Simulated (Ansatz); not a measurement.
**Sc3BC (built on the sites of a database entry of Sc3InC): phonons and vibrational spectra**

Wanted: phonon frequencies of Sc3BC (built on the sites of a database entry of Sc3InC) and what follows from them.

Main program and level: Ansatz 0.2.0; DFT LDA, scalar-relativistic, plane waves, PAW.

The structure was built from a prototype and need not be the compound's stable phase.

## (1) Starting point

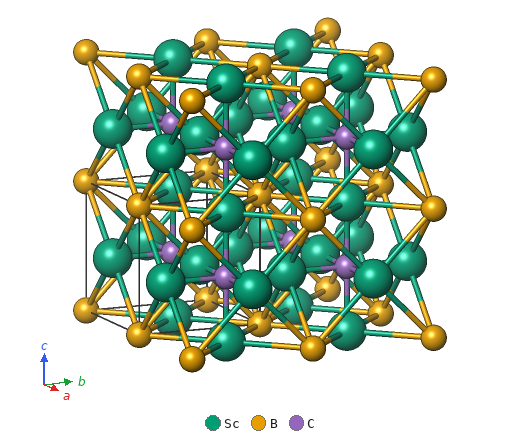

The starting structure, seen slightly off an axis (scandium teal, boron orange, carbon purple). 2×2×2 cells are drawn. Some periodic images of atoms are drawn too.

## (2) Coarse relaxation

A rough relaxation comes first, because large forces or stress need no tight tolerances yet.

Contents of input.yaml:

```yaml
crystal:
  lattice:
    - [4.39029, 0.0, 0.0]
    - [0.0, 4.39029, 0.0]
    - [0.0, 0.0, 4.39029]
  atoms:
    - { symbol: Sc, position: [0.5, 0.0, 0.5] }
    - { symbol: Sc, position: [0.0, 0.5, 0.5] }
    - { symbol: Sc, position: [0.5, 0.5, 0.0] }
    - { symbol: B, position: [0.0, 0.0, 0.0] }
    - { symbol: C, position: [0.5, 0.5, 0.5] }
kpoints:
  mp_grid: { grid: [4, 4, 4] }
hamiltonian:
  xc: lda
scf:
  occupations: { method: gaussian, width: 0.1 }
output:
  forces: true
  stress: true
  eigenvalues: true
relax:
  adjacent_minimum: "off"
  f_tol: 0.05
  max_steps: 80
  cell: { stress_tol: 0.5 }
```

Launch:

```console
> ansatz run input.yaml --threads 8 --pin off --max-ram 14336MiB --backend cpu --events-out ev --progress --plain --runs-dir out
```

Numbers of over 12 decimals in the logs are rounded to 6 here.

The log of the run:

```text
The last accepted step is kept in <dir> (removed where the run ends without a failure and the disk answers)
Engine: ansatz 0.2.0, x86_64-unknown-linux-gnu
Pseudopotentials: kind: paw
Pseudopotential: Sc, paw, valence charge 11, recommended cutoff 420 eV (normal), Sc.paw.azcp
Pseudopotential: B, paw, valence charge 3, recommended cutoff 420 eV (normal), B.paw.azcp
[...]
cell:  # Å, volume = 77.7932 Å³
    - [4.268879, 0, 0]
    - [0, 4.268879, 0.0]
    - [0, 0.0, 4.268879]
  atoms:
    - { symbol: Sc, position: [0.500000, 0, 0.500000] }
    - { symbol: Sc, position: [0, 0.500000, 0.500000] }
    - { symbol: Sc, position: [0.500000, 0.500000, 0] }
    - { symbol: B, position: [0, 0, 0] }
    - { symbol: C, position: [0.500000, 0.500000, 0.500000] }
[key lines of the parts left out:]
SCF converged after 4 iterations
Free energy (F): -6660.611805 eV
Fermi energy:    9.751836 eV
P = ⅓ Tr σ = -0.0765 GPa (-0.765 kbar)
```

Run time: 1.3 s. Hardware: 8 threads of Intel Xeon Platinum 8488C (Sapphire Rapids), shared host; peak memory 0.46 GiB; 6.7 s of CPU time.

Relaxation path:

```
step  energy less that of the first step (eV)  largest force component (eV/Å)  pressure (GPa)  volume (Å³)
   1                                   0.0000                          0.0000           -8.88        84.62
   2                                  -0.1743                          0.0000            4.44        75.21
   3                                  -0.2066                          0.0000           -0.51        78.10
   4                                  -0.2073                          0.0000           -0.02        77.79
  5*                                  -0.2042                          0.0000           -0.08        77.79
```

Relaxation steps marked * repeat the geometry before them on a plane-wave basis chosen anew for their cell, so energy and pressure can jump there.

The run keeps the 48 symmetry operations that it works with, so distortions that break them were not tested.

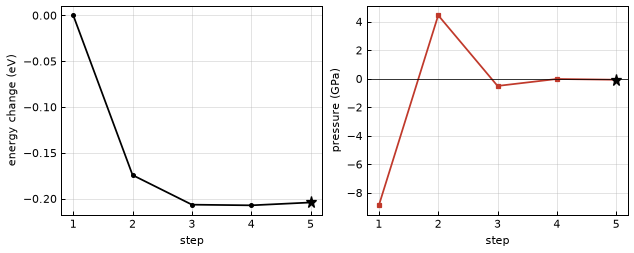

Energy and pressure along the relaxation. Stars mark steps on a basis chosen anew.

```
conventional cell, symmetrised  before  after  change
                         a (Å)   4.390  4.269  -2.8 %
                         b (Å)   4.390  4.269  -2.8 %
                         c (Å)   4.390  4.269  -2.8 %
              volume (Å³/atom)   16.92  15.56  -8.1 %
```

Numbers from this step:

```yaml
pressure: -0.07647 GPa
volume_per_atom: 15.56 Å³
gap_on_the_k_mesh: 0 eV
```

In this step the volume went from 16.92 to 15.56 Å³/atom.

## (3) Bringing the structure to rest

The cell and atoms are relaxed, since residual forces and stress would shift the frequencies.

Contents of input.yaml:

```yaml
crystal:
  lattice:
    - [4.2688792747, 0.0, 0.0]
    - [0.0, 4.2688792747, 0.0]
    - [0.0, 0.0, 4.2688792747]
  atoms:
    - { symbol: Sc, position: [0.5, 0.0, 0.5] }
    - { symbol: Sc, position: [0.0, 0.5, 0.5] }
    - { symbol: Sc, position: [0.5, 0.5, 0.0] }
    - { symbol: B, position: [0.0, 0.0, 0.0] }
    - { symbol: C, position: [0.5, 0.5, 0.5] }
kpoints:
  mp_grid: { grid: [8, 8, 8] }
hamiltonian:
  xc: lda
scf:
  occupations: { method: gaussian, width: 0.1 }
output:
  forces: true
  stress: true
  eigenvalues: true
  write_density: true
  write_potential: true
  elf: true
  volumetric_format: npy
relax:
  adjacent_minimum: "off"
  f_tol: 0.005
  max_steps: 80
  cell: { stress_tol: 0.05 }
```

The log of the run:

```text
[...]
Crystal: 5 atoms, lattice volume = 77.793 Å³
Basis set: ecut = 420 eV, 1503 PW (Γ)
Bands: 25, of which v1, the nominal top of the filled ones, is band 20 counted from 1 (19 counted from 0)
Symmetry: 48 space group operations
[...]
k-points: 35 of 512
[...]
SCF iter   1: F=—  HF=-6660.666298 eV  |F-HF|=—  |Δ(HF+E_count)|=         —  Δρ=1.05e-2  dr2=1.75e-1  ethr=1.77e-3  ⟨swp⟩=4.3  Hψ=3512  notcnv=0
[...]
SCF iter   7: F=-6660.621591 eV  HF=-6660.621591 eV  |F-HF|=5.08e-9  |Δ(HF+E_count)|=   6.43e-8  Δρ=7.47e-6  dr2=3.76e-8  ethr=2.50e-10  ⟨swp⟩=8.9  Hψ=5255  notcnv=0
SCF 1 converged in 7 iterations: F = -6660.621591 eV  dr2 = 3.76e-8
[...]
relax step   1: F+E_penalty+E_count = -6660.62159057 eV  Δ(F+E_penalty+E_count) = +0.000e0 eV  max|allowed force component| = 3.387e-29 eV/Å  Δτ_max = 0.0000 Å  P = -0.185 GPa  Ω = 77.793 Å³  (7 SCF iters, dr2 threshold 1.00e-7 eV, accepted)
Crystal: 5 atoms, lattice volume = 77.649 Å³
[...]
SCF iter   5: F=-6660.621753 eV  HF=-6660.621753 eV  |F-HF|=2.88e-9  |Δ(HF+E_count)|=   4.80e-8  Δρ=2.89e-6  dr2=6.78e-9  ethr=2.14e-10  ⟨swp⟩=7.0  Hψ=4579  notcnv=0
SCF 2 converged in 5 iterations: F = -6660.621753 eV  dr2 = 6.78e-9
[...]
relax step   2: F+E_penalty+E_count = -6660.62175344 eV  Δ(F+E_penalty+E_count) = -1.629e-4 eV  max|allowed force component| = 9.926e-30 eV/Å  Δτ_max = 0.0000 Å  P = +0.045 GPa  Ω = 77.649 Å³  energy of the carried Pulay correction = +9.947e-5 eV  (5 SCF iters, dr2 threshold 8.57e-8 eV, accepted)
[...]
SCF iter   4: F=-6660.621654 eV  HF=-6660.621654 eV  |F-HF|=2.73e-11  |Δ(HF+E_count)|=  5.82e-11  Δρ=2.67e-7  dr2=4.96e-11  ethr=1.00e-12  ⟨swp⟩=4.2  Hψ=3784  notcnv=0
SCF 3 converged in 4 iterations: F = -6660.621654 eV  dr2 = 4.96e-11
relax step   3: F+E_penalty+E_count = -6660.62165354 eV  Δ(F+E_penalty+E_count) = +9.990e-5 eV  max|allowed force component| = 6.298e-30 eV/Å  Δτ_max = 0.0000 Å  P = +0.043 GPa  Ω = 77.649 Å³  stress off target by 4.34e-2 GPa  SCF on the basis re-selected at this cell (its energy is not comparable with the rows above)  (4 SCF iters)
[...]
SCF converged after 4 iterations
Free energy (F): -6660.621654 eV
[...]
Internal energy: -6660.617698 eV  (E = F + TS)
E sigma→0 (E₀):  -6660.619676 eV
Entropy (-TS):   -0.003956 eV (-0.791 meV/atom)
Fermi energy:    9.803252 eV
[...]
--- Stress (GPa, compression-positive) ---
        0.043354      -0.000000      -0.000000
        0.000000       0.043354      -0.000000
       -0.000000      -0.000000       0.043354
  P = ⅓ Tr σ = 0.0434 GPa (0.434 kbar)
--- Band table (eV; the first three rows and the last of 35) ---
  k-point 0: bands = [... 16 lower, 9.2228, 9.7047, 9.7047, 9.7766, 9.7766, 9.7766, 11.8604, 11.8604, ... 1 higher]
  k-point 1: bands = [... 16 lower, 9.0935, 9.7218, 9.7409, 9.7409, 9.8253, 9.8424, 11.4644, 11.9794, ... 1 higher]
  k-point 2: bands = [... 16 lower, 8.8556, 9.0068, 9.6144, 9.6144, 9.9538, 10.2247, 11.4477, 12.2964, ... 1 higher]
  k-point 34: bands = [... 16 lower, 5.8418, 9.3754, 9.3754, 9.3754, 11.6745, 11.6745, 11.6745, 11.8590, ... 1 higher]
--- Relaxed structure (2 steps of the walk, 2 accepted, 1 SCFs on fresh bases) ---
[...]
cell:  # Å, volume = 77.6486 Å³
    - [4.266233, 0, 0]
    - [0, 4.266233, 0.0]
    - [0.0, 0, 4.266233]
  atoms:
    - { symbol: Sc, position: [0.5, 0, 0.5] }
    - { symbol: Sc, position: [0, 0.5, 0.5] }
    - { symbol: Sc, position: [0.5, 0.5, 0] }
    - { symbol: B, position: [0, 0, 0] }
    - { symbol: C, position: [0.5, 0.5, 0.5] }
```

It took 1.5 s on 8 threads; peak memory 0.54 GiB.

Little changed from the start: no atom moved by 0.005 Å and no cell edge by 0.1 %.

This step gave:

```yaml
pressure: 0.04335 GPa
volume_per_atom: 15.53 Å³
```

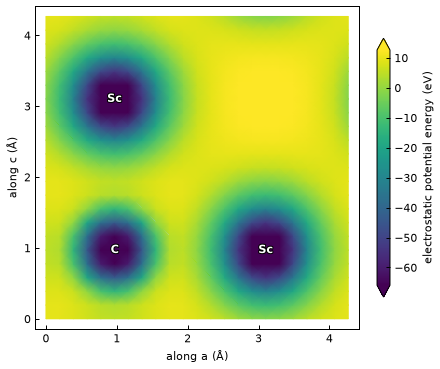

Electrostatic potential energy in the ac plane at fractional y = 0.500, with atoms of Sc and C within 0.2 Å of it. With pseudopotentials it is smooth inside the atoms' cores, unlike the true potential. The map starts off the cell's origin, so that atoms lie inside it.

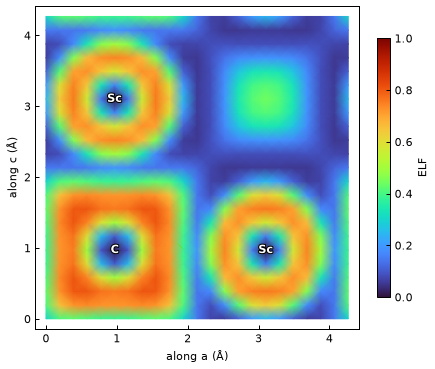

ELF in the ac plane at fractional y = 0.500, with atoms of Sc and C within 0.2 Å of it. It is the smooth field of the valence electrons, not physical close to the nuclei. The map starts off the cell's origin, so that atoms lie inside it.

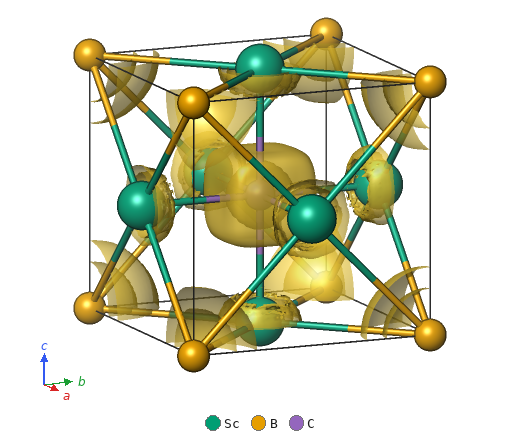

Surface of ELF = 0.74.

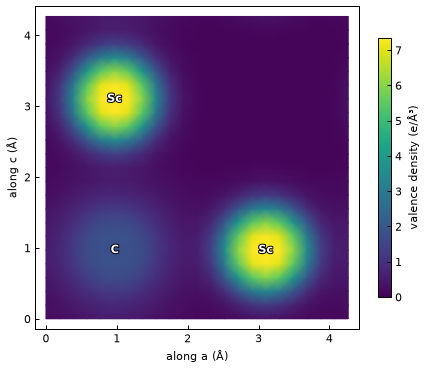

Valence density in the ac plane at fractional y = 0.500, with atoms of Sc and C within 0.2 Å of it. It is the smooth field of the valence electrons, not physical close to the nuclei. The map starts off the cell's origin, so that atoms lie inside it.

In this step the volume went from 15.56 to 15.53 Å³/atom.

## (4) Tight relaxation

Phonons need a cell at rest on their own settings, so the relaxation is repeated with tight tolerances on forces and stress, using the mesh and the filling of the phonon run that follows.

Contents of input.yaml:

```yaml
crystal:
  lattice:
    - [4.2662331883, 0.0, 0.0]
    - [0.0, 4.2662331883, 0.0]
    - [0.0, 0.0, 4.2662331883]
  atoms:
    - { symbol: Sc, position: [0.5, 0.0, 0.5] }
    - { symbol: Sc, position: [0.0, 0.5, 0.5] }
    - { symbol: Sc, position: [0.5, 0.5, 0.0] }
    - { symbol: B, position: [0.0, 0.0, 0.0] }
    - { symbol: C, position: [0.5, 0.5, 0.5] }
kpoints:
  mp_grid: { grid: [8, 8, 8] }
hamiltonian:
  xc: lda
scf:
  occupations: { method: methfessel_paxton, width: 0.2 }
output:
  forces: true
  stress: true
  eigenvalues: true
relax:
  adjacent_minimum: "off"
  f_tol: 0.001
  max_steps: 60
  cell: { stress_tol: 0.01 }
```

The log of the run:

```text
[...]
Crystal: 5 atoms, lattice volume = 77.649 Å³
Basis set: ecut = 420 eV, 1503 PW (Γ)
Bands: 25, of which v1, the nominal top of the filled ones, is band 20 counted from 1 (19 counted from 0)
Symmetry: 48 space group operations
[...]
k-points: 35 of 512
[...]
--- Relaxed structure (2 steps of the walk, 2 accepted, 1 SCFs on fresh bases) ---
[...]
cell:  # Å, volume = 77.6739 Å³
    - [4.266696, 0, 0]
    - [0, 4.266696, 0.0]
    - [0, 0.0, 4.266696]
  atoms:
    - { symbol: Sc, position: [0.5, 0, 0.5] }
    - { symbol: Sc, position: [0, 0.5, 0.5] }
    - { symbol: Sc, position: [0.5, 0.5, 0] }
    - { symbol: B, position: [0, 0, 0] }
    - { symbol: C, position: [0.5, 0.5, 0.5] }
[key lines of the parts left out:]
SCF converged after 5 iterations
Free energy (F): -6660.618242 eV
Fermi energy:    9.779265 eV
P = ⅓ Tr σ = -0.0076 GPa (-0.076 kbar)
```

Run time: 1.5 s. Hardware: 8 threads; peak memory 0.53 GiB; 9.3 s of CPU time.

Little changed from the start: no atom moved by 0.005 Å and no cell edge by 0.1 %.

Numbers from this step:

```yaml
pressure: -0.007578 GPa
```

The forces vanish by symmetry and the pressure is -0.008 GPa, within the tolerances set. The cell now holds 15.53 Å³/atom.

## (5) Linear response at the zone centre

The zone centre comes first: it holds the modes that light can see, as far as symmetry allows. No field response is asked, since the mesh shows no gap.

input.yaml, the sections that differ from step 4:

```yaml
crystal:
  lattice:
    - [4.2666960729, 0.0, 0.0]
    - [0.0, 4.2666960729, 0.0]
    - [0.0, 0.0, 4.2666960729]
  atoms:
    - { symbol: Sc, position: [0.5, 0.0, 0.5] }
    - { symbol: Sc, position: [0.0, 0.5, 0.5] }
    - { symbol: Sc, position: [0.5, 0.5, 0.0] }
    - { symbol: B, position: [0.0, 0.0, 0.0] }
    - { symbol: C, position: [0.5, 0.5, 0.5] }
output:
  eigenvalues: true
phonons:
  method: dfpt
# kpoints, hamiltonian, scf: as in step 4
# relax: removed
```

The log of the run:

```text
zone centre: on kpoints.mp_grid the ground state, and the responses unless they are solved on pairs of k-points, stand on 125 of the mesh's 512 k-points, reduced under 8 symmetry operations, with k and −k counted as one. Each operation leaves every solved displacement unchanged or reverses it
[...]
Crystal: 5 atoms, lattice volume = 77.674 Å³
Basis set: ecut = 420 eV, 1503 PW (Γ), exchange–correlation on 60×60×60 points (8 copies of the dense FFT grid, shifted against one another)
Bands: 25, of which v1, the nominal top of the filled ones, is band 20 counted from 1 (19 counted from 0)
Symmetry: 48 space group operations
k-points: 125 of 512 (irreducible under 8 space group operations)
[...]
SCF iter   1: F=—  HF=-6660.663900 eV  |F-HF|=—  |Δ(HF+E_count)|=         —  Δρ=1.06e-2  dr2=1.77e-1  ethr=1.77e-3  ⟨swp⟩=4.2  Hψ=12618  notcnv=0
[...]
SCF iter  10: F=-6660.618243 eV  HF=-6660.618243 eV  |F-HF|=1.82e-12  |Δ(HF+E_count)|=  2.73e-12  S|Δr|=    0.00e0  Δρ=4.38e-8  dr2=1.34e-12  ethr=1.00e-12  ⟨swp⟩=7.3  Hψ=12086  notcnv=0
SCF 1 converged in 10 iterations: F = -6660.618243 eV  dr2 = 1.34e-12
[...]
DFPT response loops at Γ: preconditioner auto → Kerker (q_TF=auto, 2.443 Å⁻¹) (partly filled bands, converged f_vac=0.000); β = 1.00, the filter's whole step (`scf.mixing.beta` (0.50) is not read by the response loops under this deck's `scf.mixing.preconditioner`; to damp them name `kerker` or `kerker_dos`, under which they read `scf.mixing.beta`, and type it under 1.00, their step now; both keys bind the ground state too); Broyden in place of MSR1
SCF converged after 10 iterations
[...]
Free energy (F): -6660.618243 eV
[...]
Internal energy: -6660.627026 eV  (E = F + TS)
E sigma→0 (E₀):  -6660.620439 eV
Entropy (-TS):   0.008784 eV (1.757 meV/atom)
Fermi energy:    9.779265 eV
[...]
--- Band table (eV; the first three rows and the last of 125) ---
  k-point 0: bands = [... 16 lower, 9.2150, 9.7001, 9.7001, 9.7695, 9.7695, 9.7695, 11.8591, 11.8591, ... 1 higher]
  k-point 1: bands = [... 16 lower, 9.0851, 9.7157, 9.7355, 9.7355, 9.8182, 9.8377, 11.4624, 11.9762, ... 1 higher]
  k-point 2: bands = [... 16 lower, 8.8466, 9.0017, 9.6110, 9.6110, 9.9465, 10.2198, 11.4436, 12.2906, ... 1 higher]
  k-point 124: bands = [... 16 lower, 5.8338, 9.3752, 9.3752, 9.3752, 11.6671, 11.6671, 11.6671, 11.8513, ... 1 higher]
--- Phonons (Γ-DFPT): 4 representative perturbations + reference, on 125 of 512 k-points (Σ response iterations 12) ---
  k mesh reduced under 8 symmetry operations, with k and −k counted as one. Each operation leaves every solved displacement unchanged or reverses it
  ASR residual: 2.969e-5 → 0.000e0 eV/Å²; symmetrization residual: 1.253e-6 eV/Å²
  ASR residual per site (eV/Å²): 1.70e-5 1.70e-5 1.70e-5 1.98e-5 2.97e-5
  Γ frequencies (cm⁻¹): -126.69 -126.69 -126.69 0.00 0.00 0.00 114.26 114.26 114.26 329.53 329.53 329.53 547.39 547.39 547.39
  non-analytic LO–TO correction: not included (Born effective charges unavailable; polar crystals: no LO–TO splitting at Γ)
```

Wall time 11 s (8 threads); peak memory 1.3 GiB; 76 s of CPU time.

Numbers from this step:

```
sum-rule residual before enforcement                    : 2.97e-5 eV/Å²
point group                                             : m-3m
highest optical mode at the zone centre (no LO-TO term) : 547.4 cm⁻¹
lowest optical zone-centre mode                         : -126.7 cm⁻¹
```

Patterns of degenerate modes are one choice out of their space. The modes at Γ (shares of kinetic energy by element, %) (negative means imaginary):

```
mode  frequency (cm⁻¹)  symmetry  Sc %  B %  C %
   1            -126.7       T1u    19   78    3
   2            -126.7       T1u    19   78    3
   3            -126.7       T1u    19   78    3
   4               0.0  acoustic    86    7    8
   5               0.0  acoustic    86    7    8
   6               0.0  acoustic    86    7    8
   7             114.3       T2u   100    0    0
   8             114.3       T2u   100    0    0
   9             114.3       T2u   100    0    0
  10             329.5       T1u    75   14   11
  11             329.5       T1u    75   14   11
  12             329.5       T1u    75   14   11
  13             547.4       T1u    20    1   79
  14             547.4       T1u    20    1   79
  15             547.4       T1u    20    1   79
```

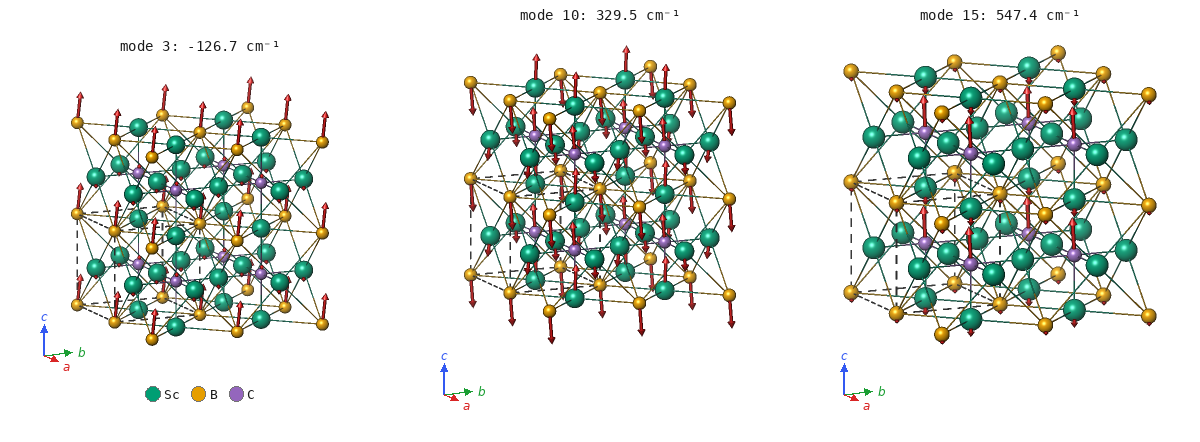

Displacement patterns of modes 3, 10 and 15 at Γ; arrows are exaggerated. 2×2×2 cells are drawn. Some periodic images of atoms are drawn too.

Before it was imposed, the acoustic sum rule was missed by 3.0e-5 eV/Å². Small misses are needed for a sound result but don't prove that mesh and cutoff are converged. The lowest optical mode is imaginary, 126.7i cm⁻¹, so the energy falls along it.

(Part 1 of 2 ends here.)

[Logs are printed without paths, hosts, clocks, repeated set-up lines and the standing remarks that a program may print on its own settings, such as how far it seeks lower states.]

[Hosts, paths, dates, database ids (printed as entryN), source tags and the programs' standing remarks are cut or masked in the printed files.]
